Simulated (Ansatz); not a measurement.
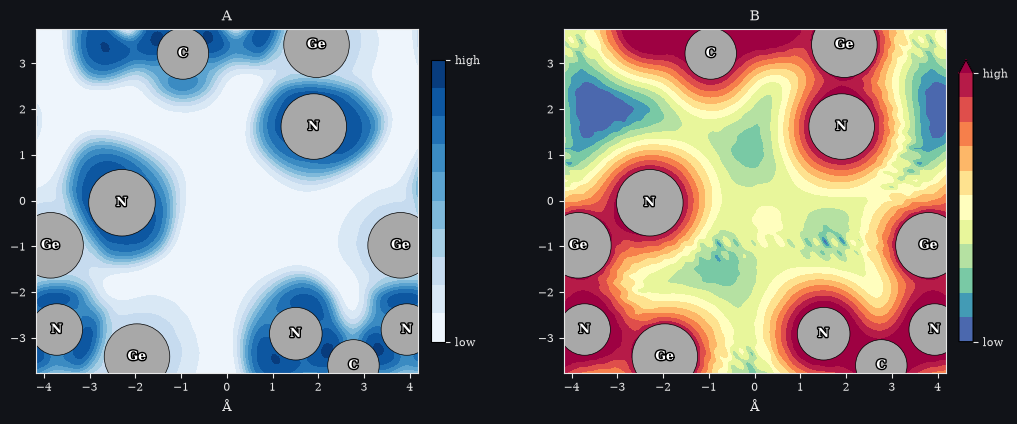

Ge$_{5}$CN$_{8}$: 2 fields on the (010) plane of the conventional cell, with unlabelled colour scales. Grey discs cover the atomic cores.

Space group Pm; a structure from a database of computed crystals, not necessarily the ambient phase; started from the beta-nitride host prototype, which need not be the ambient phase; not relaxed (largest force 0.3 eV/Å).

The calculation used DFT, PBE0, plane waves, PAW in Ansatz.

> Which field does each panel show? The fields are: electron localisation function and valence pseudo-density.

Panel A: electron localisation function. Panel B: valence pseudo-density. From the grid: C–N (1.41 Å): the density is about 2.2 e/Å³ at the midpoint; the ELF peaks at about 0.90 between the atoms, as expected for a covalent bond. Ge–N (1.79 Å): ρ is about 1.1 e/Å³ halfway; the ELF peaks at about 0.85 in the valence shell of N, 0.6 Å from its nucleus, and is about 0.65 at the midpoint.
